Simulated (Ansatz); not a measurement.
Effect of x(Hf) = 0.5, 4 atoms, Fd-3m on Ta

Take Ta in the bcc (W type) structure (space group Im-3m, No. 229; a = 3.305 Å) as the base.

The other end (x = 1) is Hf in the bcc (W type) structure (space group Im-3m, No. 229; a model cell): 22.16 Å³/atom, gap zero; this end may not be an ambient phase.

The change: Hf replaces 50.0 % of the Ta, ordered in a cell of 4 atoms (starting symmetry Fd-3m) and fully relaxed.

Level of theory: plane-wave PAW DFT at the r2SCAN level (Ansatz, a first-principles code, 500 eV), without spin-orbit coupling. k-mesh 12×12×12 (Γ-centred); smearing 0.05 eV (Fermi–Dirac), for the changed cell.

* **Volume per atom**: 19.82 Å³ (base 18.05 Å³)
* **Density**: 15.06 g/cm³ (base 16.65 g/cm³)
* **Shortest interatomic distance**: 295.3 pm (base 286.2 pm)
* **Band gap**: zero (base zero)
* **Mixing energy**: +0.05 eV/atom (to 0.01 eV only: unlike meshes or grids)
* **Deviation of the volume from the linear (Vegard-type) interpolation**: -1.4 %

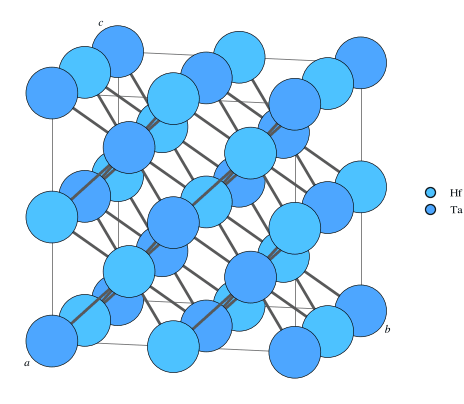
Figure. The relaxed conventional cell after the change

Each cell is one ordered arrangement of few atoms, which overstates ordering effects compared with a random alloy. Stability against distortions was not tested. All final runs are without spin polarisation. HfTa has a high density of states at the Fermi level and may be magnetic at this level. This is not the structure that Hf has at room temperature and ambient pressure.
